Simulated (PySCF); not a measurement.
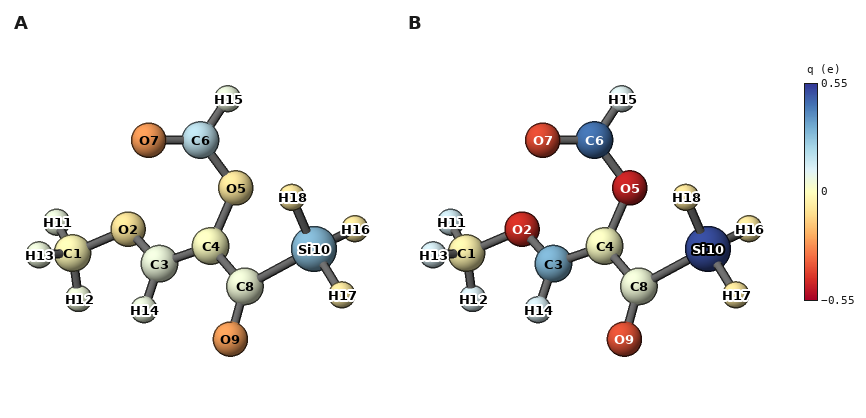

Atomic charges of one calculation by 2 schemes, on one colour scale. The computed structure is the end point of a GFN2-xTB optimisation. No frequency run is at hand to confirm it as a minimum. Level of theory: PBE0/pcSseg-1 (PySCF 2.14.0).

### The schemes are Hirshfeld, Mulliken. Which panel shows which?

A Hirshfeld, B Mulliken.

List the charges (e), one line for each set of equivalent atoms.

| atom | Hirshfeld | Mulliken |
| --- | --- | --- |
| C1 | −0.02 | −0.04 |
| O2 | −0.08 | −0.43 |
| C3 | 0.06 | 0.30 |
| C4 | 0.01 | 0.01 |
| O5 | −0.08 | −0.46 |
| C6 | 0.18 | 0.44 |
| O7 | −0.25 | −0.38 |
| C8 | 0.05 | 0.05 |
| O9 | −0.24 | −0.37 |
| Si10 | 0.29 | 0.51 |
| H11 | 0.06 | 0.14 |
| H12 | 0.05 | 0.11 |
| H13 | 0.06 | 0.13 |
| H14 | 0.06 | 0.12 |
| H15 | 0.06 | 0.10 |
| H16 | −0.07 | −0.07 |
| H17 | −0.07 | −0.07 |
| H18 | −0.07 | −0.08 |

The geometry is semi-empirical. Around Si such bond lengths and angles can be off by a tenth of an ångström or more and by several degrees, and values that hang on the shape move with them.
